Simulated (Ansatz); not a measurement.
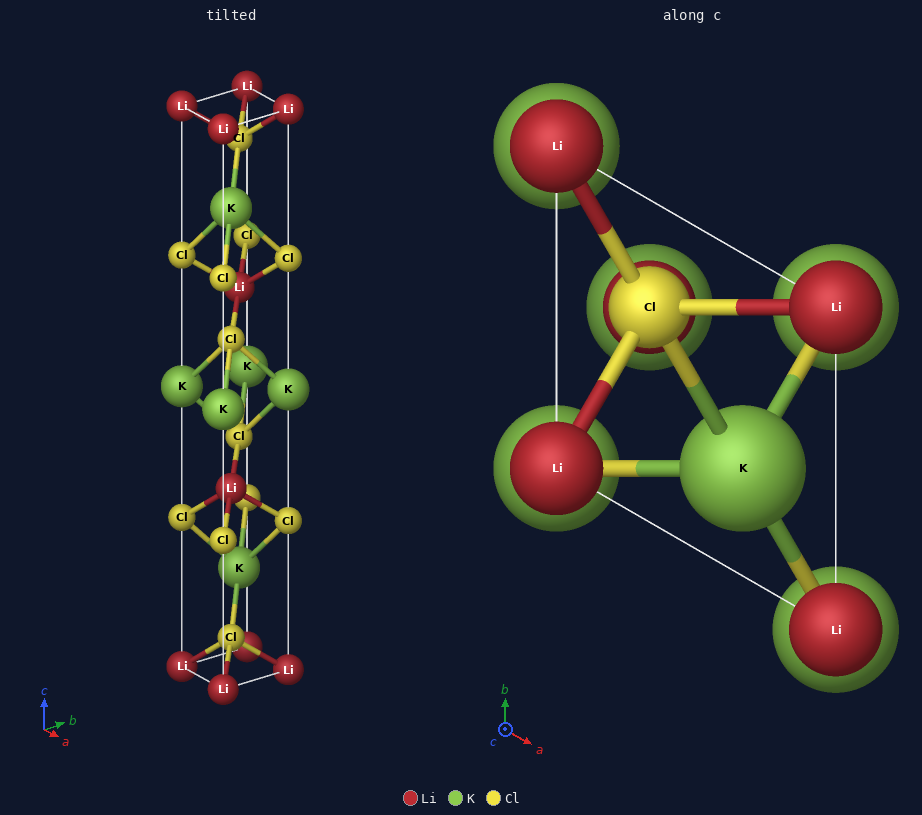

The image is a ball-and-stick drawing of a crystal, viewed slightly off an axis and along the c axis. The frame is the conventional unit cell; atoms at its boundary are shown with their periodic copies.

KLiCl₂, α-NaFeO₂ type, space group R-3m (No. 166), a = 3.812 Å, b = 3.812 Å, c = 20.454 Å, α = 90.00°, β = 90.00°, γ = 120.00°. The initial geometry was a structure type filled with these elements by a generator (whether the compound takes this form wasn't checked). The cell was then strained or its atoms displaced on purpose. A calculation with Ansatz used it as input.

This one geometry was computed with Ansatz (DFT, plane waves, PAW) at three levels of theory: r2SCAN, HSE06 and PBE. It was relaxed with r2SCAN and then strained.

### How does the band gap change with the level of theory?

PBE: a gap of 5.48 eV, direct; r2SCAN: a gap of 6.14 eV, direct; HSE06: a gap of 6.82 eV, direct.

### Collect the results in a table.

| level | cutoff (eV) | k-mesh of the run's cell | gap (eV) | pressure (GPa) |
| --- | --- | --- | --- | --- |
| r2SCAN | 500 | 8×8×8 | 6.14 | 2.4 |
| HSE06 | 420 | 6×6×6 | 6.82 | 2.7 |
| PBE | 420 | 8×8×8 | 5.48 | 3.2 |

Gaps are taken on the k-mesh or band path of each run.
